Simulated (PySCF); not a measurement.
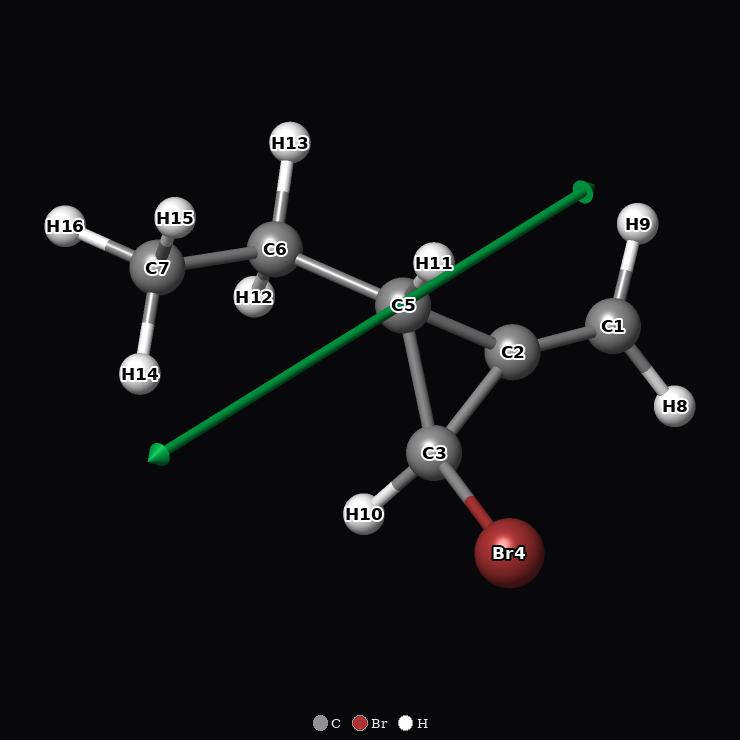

The double arrow shows the direction of the transition dipole to excited singlet state 3 (its length means nothing). Computed geometry: PBE0-D3(BJ)/def2-SVP optimisation. No frequency run is at hand to confirm it as a minimum. Level of theory: TDDFT B3LYP/def2-SVPD, vertical, IEF-PCM acetone (non-equilibrium linear response), core orbitals frozen in the response (PySCF 2.14.0).

### Give its energy, strength and character.

5.97 eV (208 nm), oscillator strength 0.27, of mixed character, with the largest part HOMO−2 → LUMO (weight 0.46); transition dipole 3.46 D.
